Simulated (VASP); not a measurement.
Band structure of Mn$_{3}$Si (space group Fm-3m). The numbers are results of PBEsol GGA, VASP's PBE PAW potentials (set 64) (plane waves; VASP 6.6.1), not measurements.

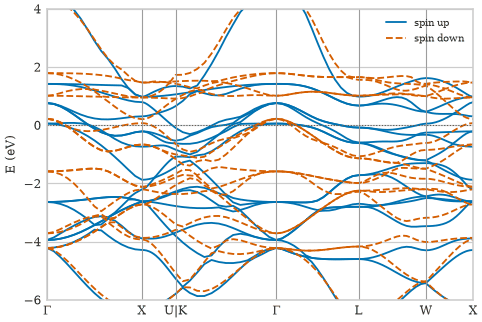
Figure: Bands along high-symmetry lines, zero at the valence-band maximum or, without a gap, the Fermi level

Q: Read the plot: is there a gap, and where are the band edges?

A: It has no gap at this level: it comes out as a metal or semimetal. (Edges off the drawn lines would not show.)

The structure comes from a measured Mn3Si entry (Fm-3m) of the Crystallography Open Database, whose conditions weren't checked. It was relaxed first, which changed the volume by -8 %.
